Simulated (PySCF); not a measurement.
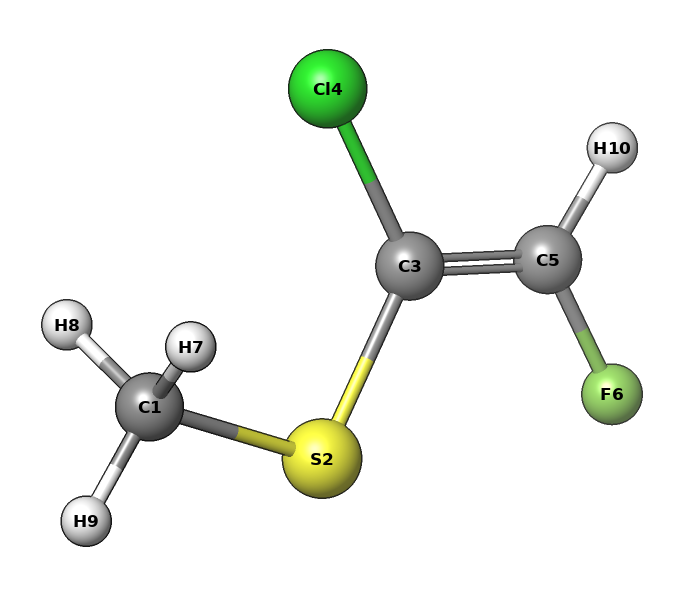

The species has charge +1 and is a spin doublet. The computed structure is the end point of a GFN2-xTB optimisation. No frequency run is at hand to confirm it as a minimum. Method: UKS B3LYP, pcH-1 on C Cl F H S, non-relativistic (PySCF 2.14.0). Fermi-contact and spin-dipolar terms alone, no spin-orbit part.

Which nucleus has the largest dipolar (anisotropic) hyperfine coupling?

Answer. 19F at F6: principal values −177.3, −159.0, 336.3 MHz.

List the isotropic and dipolar parts for the most strongly coupled nuclei, one of each equivalent set. Atoms whose distances differ by more than 0.02 Å in this geometry are listed apart.

| atom | isotope | a_iso (MHz) | dipolar part (MHz) |
| --- | --- | --- | --- |
| F6 | 19F | 83.9 | −177.3, −159.0, 336.3 |
| S2 | 33S | 19.7 | −49.6, −47.0, 96.6 |
| C5 | 13C | 37.6 | −39.9, −38.3, 78.3 |
| Cl4 | 35Cl | 2.1 | −10.7, −10.0, 20.8 |
| H10 | 1H | −34.7 | −17.4, −3.4, 20.8 |
| C3 | 13C | −21.2 | −6.3, −3.3, 9.6 |
| H7 | 1H | 55.9 | −3.3, −1.2, 4.5 |
| H8 | 1H | 54.8 | −3.3, −1.2, 4.5 |
